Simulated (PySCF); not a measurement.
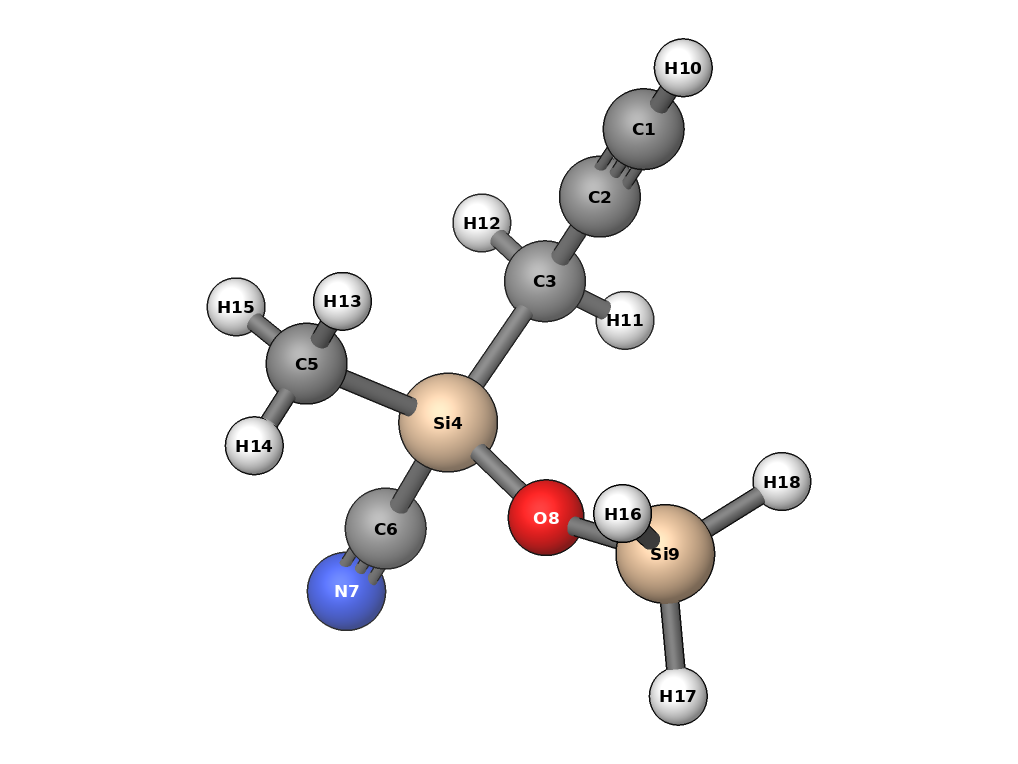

The computed structure is the end point of a GFN2-xTB optimisation. No frequency run is at hand to confirm it as a minimum. Electric field gradients from the ground-state density, PBE0/pcSseg-1 (PySCF 2.14.0), non-relativistic apart from any core potentials.

Give the largest field-gradient component, the quadrupole coupling constant and the asymmetry for 14N at N7 (Q = 20.44 mb), 17O at O8 (Q = −25.6 mb), 2H at H10 (Q = 2.86 mb), 2H at H11 (Q = 2.86 mb).

```json
{"atom": "N7", "V_zz (a.u.)": "−1.166", "e²qQ/h (MHz)": "−5.60", "η": "0.01"}
{"atom": "O8", "V_zz (a.u.)": "1.124", "e²qQ/h (MHz)": "−6.76", "η": "0.10"}
{"atom": "H10", "V_zz (a.u.)": "0.398", "e²qQ/h (MHz)": "0.268", "η": "0.00"}
{"atom": "H11", "V_zz (a.u.)": "0.305", "e²qQ/h (MHz)": "0.205", "η": "0.03"}
```

The geometry is semi-empirical. Around Si such bond lengths and angles can be off by a tenth of an ångström or more and by several degrees, and values that hang on the shape move with them.
